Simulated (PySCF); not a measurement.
# C₅H₉ClOSi: electronic excitations

Wanted: the electronic excitations of C₅H₉ClOSi (`C[SiH2]/C=C(/Cl)C(C)=O`), by calculation.

The runs use PySCF 2.14.0, with density-fitted response routines of our own; the level of theory stands in each step. All values are computed, except where a source is named. Atoms are numbered from 0 throughout.

## (1) The molecule as given

17 atoms, charge 0, multiplicity 1; geometry from: GFN2-xTB.

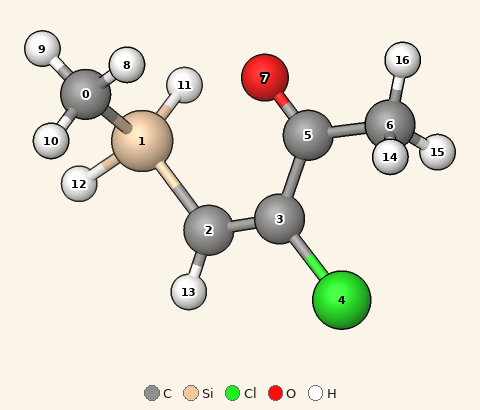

As it starts; carbon grey, silicon light orange, chlorine green, oxygen red, hydrogen white, atoms numbered.

## (2) TDDFT and polarisability: CAM-B3LYP/def2-SVPD

Job settings and geometry (Å):

```
{"job": {"kind": "uv", "xc": "CAM-B3LYP", "basis": "def2-SVPD", "nstates": 8, "ntriplets": 3}, "charge": 0, "multiplicity": 1}
C     -2.521536     0.061342     0.240446
Si    -1.389279    -0.537348    -1.161599
C      0.114854    -1.464838    -0.465841
C      1.135512    -0.828051     0.099242
Cl     2.527356    -1.662045     0.736435
C      1.121062     0.638736     0.197597
C      2.315838     1.324865     0.782494
O      0.145122     1.242626    -0.202218
H     -2.052363     0.825486     0.848628
H     -3.431353     0.479878    -0.176458
H     -2.804677    -0.763410     0.888478
H     -1.035260     0.421654    -2.202855
H     -2.120098    -1.635009    -1.837458
H      0.142638    -2.540779    -0.537417
H      2.487638     0.964934     1.795173
H      3.199025     1.083788     0.193386
H      2.158520     2.400202     0.792058
```

Level: TDDFT CAM-B3LYP/def2-SVPD, vertical, gas phase, core orbitals frozen in the response.

Command:

```sh
$ OMP_NUM_THREADS=1 python probes_run.py task.json out
```

This one command runs all jobs of the session in turn.

What it wrote:

```text
coarse grid: 15344 points
cycle   1  E = -1020.0139912661  dE =  1.102e+00  |g| = 8.538e-01  |ddm| = 6.891e+00
cycle   2  E = -1019.7328738114  dE =  2.811e-01  |g| = 1.515e+00  |ddm| = 4.287e+00
cycle   3  E = -1020.1717626594  dE = -4.389e-01  |g| = 1.026e-01  |ddm| = 2.870e+00
cycle   4  E = -1020.1738520876  dE = -2.089e-03  |g| = 5.473e-02  |ddm| = 2.568e-01
cycle   5  E = -1020.1745236511  dE = -6.716e-04  |g| = 1.397e-02  |ddm| = 1.094e-01
cycle   6  E = -1020.1745713220  dE = -4.767e-05  |g| = 5.112e-03  |ddm| = 4.629e-02
cycle   7  E = -1020.1745784812  dE = -7.159e-06  |g| = 1.470e-03  |ddm| = 1.424e-02
final grid: 139272 points
cycle   8  E = -1020.3166203956  dE = -3.137e-05  |g| = 4.124e-03  |ddm| = 9.824e-02
cycle   9  E = -1020.3166194067  dE =  9.889e-07  |g| = 4.836e-03  |ddm| = 1.781e-02
cycle  10  E = -1020.3166244134  dE = -5.007e-06  |g| = 9.496e-04  |ddm| = 8.560e-03
cycle  11  E = -1020.3166245883  dE = -1.750e-07  |g| = 1.734e-04  |ddm| = 1.780e-03
cycle  12  E = -1020.3166245948  dE = -6.479e-09  |g| = 5.985e-05  |ddm| = 5.102e-04
cycle  13  E = -1020.3166245958  dE = -9.422e-10  |g| = 1.730e-05  |ddm| = 1.600e-04
converged SCF energy = -1020.3166245958

Static polarisability (au): isotropic 103.732, principal 79.689 99.178 132.330

Singlet excitations
state   eV       nm        f      main configurations
  1   3.9650    312.7   0.00000   H-1->L 0.78, H->L 0.08
  2   5.0705    244.5   0.15153   H->L 0.89, H-1->L 0.09
  3   5.5990    221.4   0.00314   H-2->L 0.47, H-3->L 0.39
  4   6.1093    202.9   0.01110   H-3->L 0.46, H-2->L 0.39, H-1->L 0.08
  5   6.5246    190.0   0.03103   H-4->L 0.81, H-5->L 0.10
  6   6.6667    186.0   0.01017   H-5->L 0.71, H-4->L 0.08
  7   6.8764    180.3   0.00037   H->L+2 0.46, H->L+1 0.18
  8   7.4491    166.4   0.02417   H-6->L 0.37, H-1->L+3 0.18, H-1->L+2 0.08

Triplet excitations (Tamm-Dancoff, eV): 3.2317 3.5347 5.1697
```

Wall time 2.3 min (1 thread of Arm Neoverse N1, shared host); peak memory 1.1 GiB.

Frontier orbitals and where they lie:

```csv
orbital,eV,atoms
HOMO−3,-10.53,"Si1 24 %, H12 22 %, O7 12 %"
HOMO−2,-10.40,"Cl4 30 %, C0 18 %, Si1 16 %"
HOMO−1,-9.28,"O7 39 %, Si1 10 %, Cl4 9 %"
HOMO,-9.17,"Cl4 26 %, C3 21 %, C2 21 %"
LUMO,-1.23,"C2 24 %, C5 20 %, O7 17 %"
LUMO+1,1.18,"Cl4 36 %, C6 15 %, C3 11 %"
LUMO+2,1.24,"Cl4 35 %, Si1 16 %, C3 8 %"
```

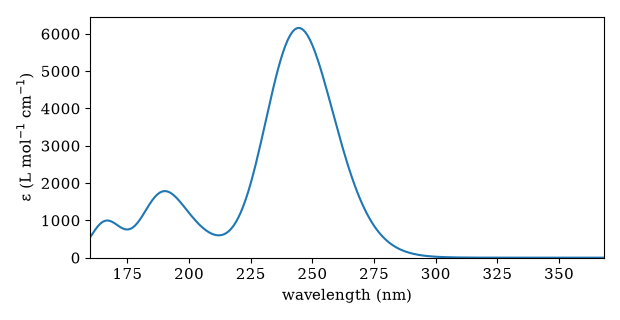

Absorption spectrum: each of the 8 states is a Gaussian band of 0.4 eV half-width at 1/e. Beyond the last state computed it falls off for lack of states.

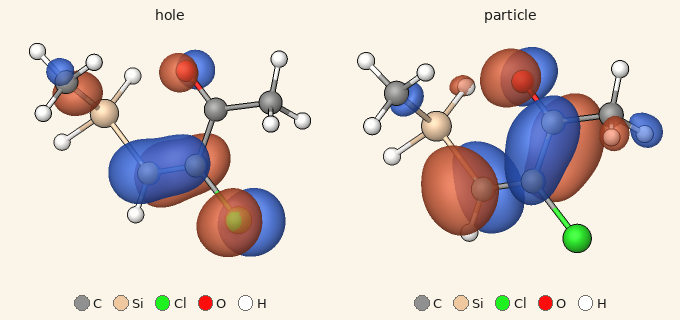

Leading natural transition orbitals of singlet state 2: the electron leaves the hole (left) for the particle orbital (right).

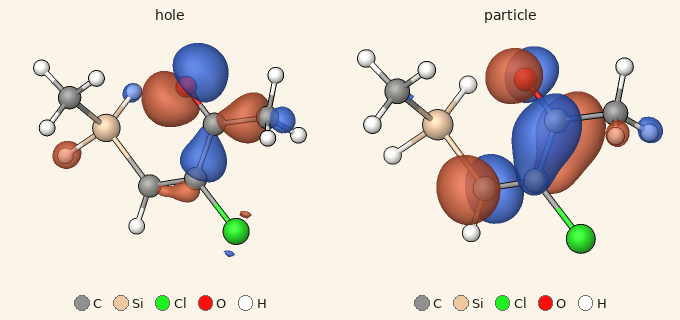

Leading natural transition orbitals of singlet state 1: the electron leaves the hole (left) for the particle orbital (right).

Ground-state properties from the same run:

```csv
property,computed
dipole moment (D),1.62
polarisability (Å³),15.37
HOMO–LUMO gap (eV),7.94
−ε(HOMO) (eV),9.17
```

The fields below are evaluated on a grid from the run's orbitals.

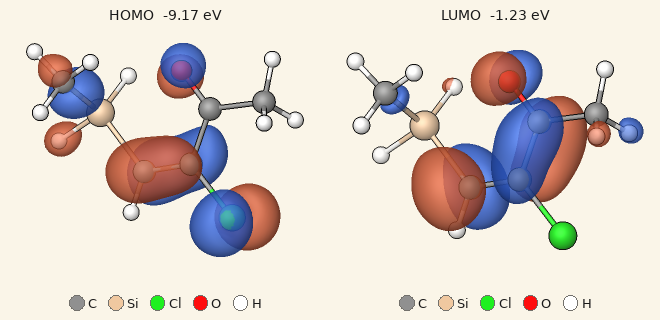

CAM-B3LYP/def2-SVPD orbitals near the gap, drawn at the value that encloses 70 % of each; the two colours are the two signs.

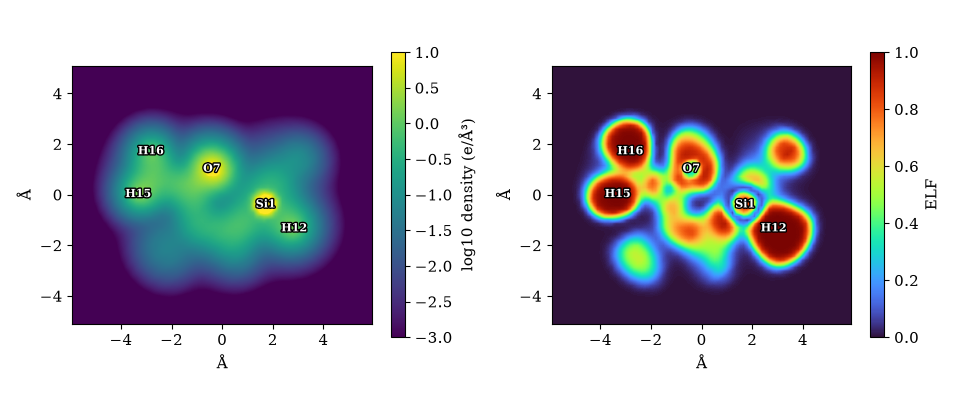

Density (left) and ELF (right) in a plane through or near 5 of the atoms.

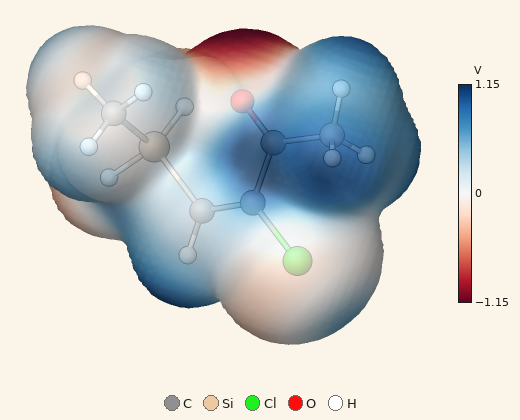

Electrostatic potential on the surface of density 0.002 e/bohr³; red is low, blue high. It runs from -1.15 V near O7 to 1.12 V near C5.

## (3) Summary of results

| quantity | value |
| --- | --- |
| lowest singlet (CAM-B3LYP/def2-SVPD) | 3.96 eV (313 nm), f = 0.000 |
| brightest single state of those computed | state 2, 5.07 eV, f = 0.152 |
| lowest triplet | 3.23 eV |
| surface potential, least and greatest | -1.15 V and 1.12 V |

The lowest singlet, at 3.96 eV, is HOMO−1→LUMO 0.78, HOMO→LUMO 0.08 and is dark; of the 8 states computed, the strongest absorption comes from state 2 at 5.07 eV. The lowest triplet lies 0.73 eV below the lowest singlet (triplets in Tamm-Dancoff, singlets in full TDDFT). At CAM-B3LYP/def2-SVPD, counted by nearest atom on the grid, the HOMO lies on Cl4 27 %; C2, C3 about 21 % each, the LUMO on C2, C5 about 24 % each; O7 15 %.
